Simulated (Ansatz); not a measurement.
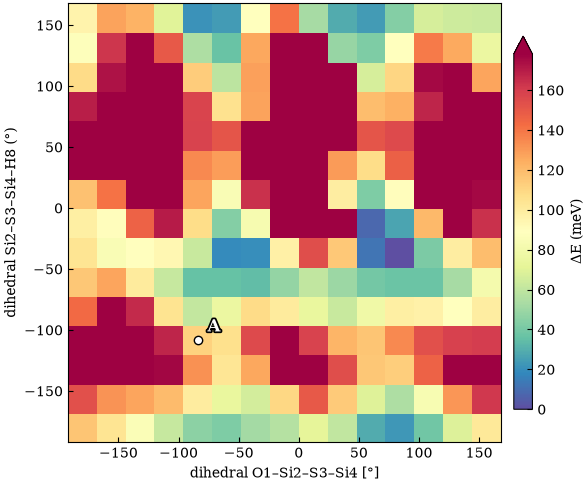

H₅OSSi₂, SMILES O[SiH2]S[SiH2], spin multiplicity 2. First axis: dihedral O1–Si2–S3–Si4. Second axis: dihedral Si2–S3–Si4–H8. Nothing is relaxed (all other coordinates rigid). The grid has 15 × 15 points. Energies are in meV, from the lowest grid point. Method: Ansatz, UKS SPW92 (LDA)/def2-SVP.

Drawn: one coloured cell a grid point, one colour for all values above the top of the scale, the point A.

Which way does the force act at A, and how strong is it?

A, at dihedral O1–Si2–S3–Si4 = −84°, dihedral Si2–S3–Si4–H8 = −108°, is not a stationary point. The computed force is 1.6 meV for each degree towards larger values of dihedral O1–Si2–S3–Si4 and 1.9 meV for each degree towards larger values of dihedral Si2–S3–Si4–H8.
